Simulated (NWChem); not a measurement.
# One shape, several levels: SiN2H4F− (SMILES N[Si-](N)F)

Wanted: a comparison of 4 runs (HF/STO-3G, HF/3-21G, B3LYP/6-31G*) of SiN2H4F−. 

Program for the calculation: NWChem 7.3.0.

### Step 1. The structure to begin with

SiN2H4F−: 8 atoms, total charge -1, spin state singlet. As SMILES, `N[Si-](N)F`. Geometry: relaxed at GFN2-xTB. This is one conformer, not always the lowest.

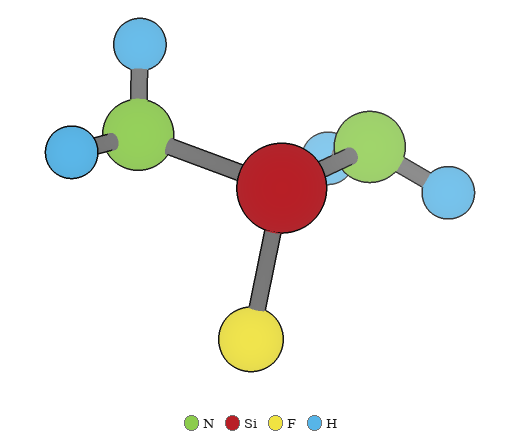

The structure, seen from a chosen angle (nitrogen green, silicon red, fluorine yellow, hydrogen blue).

### Step 2. Energy and gradient at HF/STO-3G (run 1)

sp.nw

```
start sp
title "FH4N2Si"
memory stack 880 mb heap 220 mb global 1100 mb
charge -1

geometry units angstrom noautosym nocenter noautoz
N    -0.281310    1.373800   -0.294860
Si    0.237770   -0.229340   -0.873310
N     0.642260   -0.946060    0.743850
F    -1.295860   -1.066960   -1.011040
H    -0.855770    1.855070   -0.977850
H    -0.796580    1.361580    0.585090
H     1.404730   -0.438480    1.179350
H     0.944750   -1.909620    0.648780
end

basis spherical bse
* library STO-3G
end

scf
thresh 1e-08
maxiter 80
print medium
end

task scf gradient
```

The run is started by

```bash
$ nwchem sp.nw > sp.out
```

The program printed:

```text
[...]
  functions       =    28
[...]
  wavefunction    = RHF
[...]
         Total SCF energy =   -493.297920365616
      One-electron energy =  -1038.631885458863
      Two-electron energy =    375.906241892189
 Nuclear repulsion energy =    169.427723201057
        Time for solution =      1.1s
[...]
                         RHF ENERGY GRADIENTS
    atom               coordinates                        gradient
                 x          y          z           x          y          z
   1 N      -0.531599   2.596106  -0.557205   -0.015483   0.001090  -0.018283
   2 Si      0.449320  -0.433390  -1.650317    0.014092   0.040830   0.048541
   3 N       1.213695  -1.787794   1.405673    0.036360  -0.014247  -0.011397
   4 F      -2.448820  -2.016262  -1.910589   -0.031575  -0.026511  -0.011824
   5 H      -1.617171   3.505574  -1.847869    0.014458  -0.008131   0.004731
   6 H      -1.505318   2.573013   1.105660    0.015123  -0.005477  -0.004718
   7 H       2.654555  -0.828607   2.228648   -0.018602   0.000251  -0.006649
   8 H       1.785319  -3.608659   1.226016   -0.014372   0.012196  -0.000401
[...]
```

Wall time 2.4 s (1 thread of AMD EPYC 7R13 (Zen 3), shared host); peak memory 0.099 GiB.

### Step 3. Energy and forces at HF/3-21G (run 2)

input.nw

```
START input
TITLE "FH4N2Si"
memory total 2200 mb
charge -1
GEOMETRY units angstroms noautosym nocenter noautoz
 N       -0.281310       1.373800      -0.294860
 Si       0.237770      -0.229340      -0.873310
 N        0.642260      -0.946060       0.743850
 F       -1.295860      -1.066960      -1.011040
 H       -0.855770       1.855070      -0.977850
 H       -0.796580       1.361580       0.585090
 H        1.404730      -0.438480       1.179350
 H        0.944750      -1.909620       0.648780
END
BASIS spherical bse
 * library 3-21G
END
SCF
 thresh 1e-08
 maxiter 80
END
TASK scf gradient
```

The run is started by

```bash
$ nwchem input.nw > input.out
```

The program printed:

```text
[...]
  functions       =    48
[...]
  wavefunction    = RHF
[...]
         Total SCF energy =   -496.986605131911
      One-electron energy =  -1036.545414088911
      Two-electron energy =    370.131085755942
 Nuclear repulsion energy =    169.427723201057
        Time for solution =      1.2s
[...]
                         RHF ENERGY GRADIENTS
    atom               coordinates                        gradient
                 x          y          z           x          y          z
   1 N      -0.531599   2.596106  -0.557205    0.019894  -0.009165  -0.011622
   2 Si      0.449320  -0.433390  -1.650317    0.017585   0.027323   0.028610
   3 N       1.213695  -1.787794   1.405673   -0.014225   0.001093  -0.007661
   4 F      -2.448820  -2.016262  -1.910589   -0.017904  -0.012775  -0.001201
   5 H      -1.617171   3.505574  -1.847869   -0.006426  -0.005580  -0.000910
   6 H      -1.505318   2.573013   1.105660   -0.003978  -0.000798   0.002152
   7 H       2.654555  -0.828607   2.228648    0.001932   0.000142  -0.005141
   8 H       1.785319  -3.608659   1.226016    0.003121  -0.000240  -0.004228
[...]
```

It took 2.7 s on 1 thread of AMD EPYC 7R13 (Zen 3), shared host; peak memory 0.097 GiB.

Run 3 isn't shown in full; the table further down has it.

### Step 4. Energy and forces at B3LYP/6-31G(d) (Cartesian functions) (run 4)

run.py

```python
from ase import Atoms
from ase.calculators.nwchem import NWChem

system = Atoms(['N', 'Si', 'N', 'F', 'H', 'H', 'H', 'H'], positions=[
    [-0.281310, 1.373800, -0.294860],
    [0.237770, -0.229340, -0.873310],
    [0.642260, -0.946060, 0.743850],
    [-1.295860, -1.066960, -1.011040],
    [-0.855770, 1.855070, -0.977850],
    [-0.796580, 1.361580, 0.585090],
    [1.404730, -0.438480, 1.179350],
    [0.944750, -1.909620, 0.648780],
])

calc = NWChem(
    label='fh4n2si',
    theory='dft',
    memory='2200 mb',
    basis='6-31G*',
    charge=-1,
    dft={'xc': 'b3lyp', 'mult': '1', 'grid': 'xfine', 'convergence': 'energy 1e-08', 'iterations': '100', 'mulliken': None},
)
system.calc = calc

forces = system.get_forces()
e = system.get_potential_energy()
print(f"E = {e:.6f} eV")
print("forces (eV/A):")
for s, f in zip(system.symbols, forces):
    print(f"{s:2s} {f[0]:10.5f} {f[1]:10.5f} {f[2]:10.5f}")
print("dipole (e A):", system.get_dipole_moment().round(4))
```

The run is started by

```bash
$ export ASE_NWCHEM_COMMAND="nwchem PREFIX.nwi > PREFIX.nwo"
$ python run.py
```

The program printed:

```text
E = -13641.641794 eV
forces (eV/A):
N     0.22903    0.55531    0.54590
Si   -0.85484   -1.01173   -1.23675
N    -0.32967    0.19767    0.62504
F     0.73184    0.31028    0.02602
H    -0.02571    0.12969   -0.16506
H    -0.22847   -0.10074    0.13889
H     0.32447    0.05759    0.11853
H     0.15339   -0.13802   -0.05260
dipole (e A): [0.0298 0.3002 0.865 ]
```

The calculator wrote fh4n2si.nwi:

```
title "fh4n2si"

permanent_dir fh4n2si

scratch_dir fh4n2si

start fh4n2si

geometry units angstrom nocenter noautosym noautoz
  N  -2.8131000000000000e-01 1.3737999999999999e+00 -2.9486000000000001e-01
  Si 2.3777000000000001e-01 -2.2933999999999999e-01 -8.7331000000000003e-01
  N  6.4226000000000005e-01 -9.4606000000000001e-01 7.4385000000000001e-01
  F  -1.2958600000000000e+00 -1.0669599999999999e+00 -1.0110399999999999e+00
  H  -8.5577000000000003e-01 1.8550700000000000e+00 -9.7785000000000000e-01
  H  -7.9657999999999995e-01 1.3615800000000000e+00 5.8509000000000000e-01
  H  1.4047300000000000e+00 -4.3847999999999998e-01 1.1793499999999999e+00
  H  9.4474999999999998e-01 -1.9096200000000001e+00 6.4878000000000002e-01
end

charge -1

memory 2200 mb

basis noprint
   * library 6-31G*
end

dft
  xc b3lyp
  mult 1
  grid xfine
  convergence energy 1e-08
  iterations 100
  mulliken
end

task dft gradient
```

fh4n2si.nwo:

```text
Northwest Computational Chemistry Package (NWChem) 7.3.0
             --------------------------------------------------------

           Job information
           ---------------

    nwchem branch   = 7.3.0
    use scalapack   = T
    input           = fh4n2si.nwi
    prefix          = fh4n2si.
    data base       = fh4n2si/fh4n2si.db
    status          = startup
    nproc           =        1

           Memory information
           ------------------

    heap     =     72089596 doubles =      550.0 Mbytes
    stack    =     72089601 doubles =      550.0 Mbytes
    global   =    144179200 doubles =     1100.0 Mbytes (distinct from heap & stack)
    total    =    288358397 doubles =     2200.0 Mbytes
    verify   = yes
    hardfail = no

[... 106 lines left out ...]
  convergence criterion.
[... 41 lines left out ...]
          Spatial weights used:  Erf1
[... 78 lines left out ...]
         Total DFT energy =     -501.321093392925
[... 3 lines left out ...]
 Nuclear repulsion energy =      169.427723201057
[... 575 lines left out ...]
          Convergence on gradient requested:  5.00D-04
[... 28 lines left out ...]
          total energy or number of iterations.
[... 26 lines left out ...]
                         DFT ENERGY GRADIENTS

    atom               coordinates                        gradient
                 x          y          z           x          y          z
   1 N      -0.531599   2.596106  -0.557205   -0.004454  -0.010799  -0.010616
   2 Si      0.449320  -0.433390  -1.650317    0.016624   0.019675   0.024051
   3 N       1.213695  -1.787794   1.405673    0.006411  -0.003844  -0.012155
[... 4 lines of this table left out ...]
   8 H       1.785319  -3.608659   1.226016   -0.002983   0.002684   0.001023

                 ----------------------------------------
                 |  Time  |  1-e(secs)   |  2-e(secs)   |
                 ----------------------------------------
                 |  CPU   |       0.00   |       2.33   |
                 ----------------------------------------
                 |  WALL  |       0.00   |       2.33   |
                 ----------------------------------------

 Task  times  cpu:       24.2s     wall:       24.2s
 Total times  cpu:       24.3s     wall:       24.3s
```

Wall time 26 s (1 thread of AMD EPYC 7R13 (Zen 3), shared host); peak memory 0.14 GiB.

### Step 5. All runs side by side

```
run                               level  iteration cap  module  energy (Eh)  HOMO energy (eV)  LUMO energy (eV)  HOMO–LUMO gap (eV)  wall time
  1                           HF/STO-3G             80     scf  -493.297920              2.82             20.99               18.18      2.4 s
  2                            HF/3-21G             80     scf  -496.986605             -1.32             11.11               12.43      2.7 s
  3  B3LYP/6-31G* (spherical functions)            100     dft  -501.315788              1.29              6.77                5.48       25 s
  4  B3LYP/6-31G* (Cartesian functions)            100     dft  -501.321093              1.28              6.73                5.45       26 s
```

### Step 6. Summary of results

```
                                                    quantity          value
                                         run 4: total energy  -501.32109 Eh
                                          run 4: HOMO energy        1.28 eV
                                          run 4: LUMO energy        6.73 eV
run 4: HOMO–LUMO gap (to an unbound level, set by the basis)        5.45 eV
                             run 4: largest force on an atom     1.812 eV/Å
```

What this shows: The HOMO–LUMO gap runs from 5.45 eV (B3LYP/6-31G*) to 18.18 eV (HF/STO-3G). The two ends differ in method and basis. The empty levels of an anion lie above zero and hang on the basis. In runs 1, 3, 4 the HOMO lies above zero, so the outermost electron may be held by the basis alone. In run 1 the basis is minimal, so the values are rough. All runs together took 56 s, the longest 26 s.
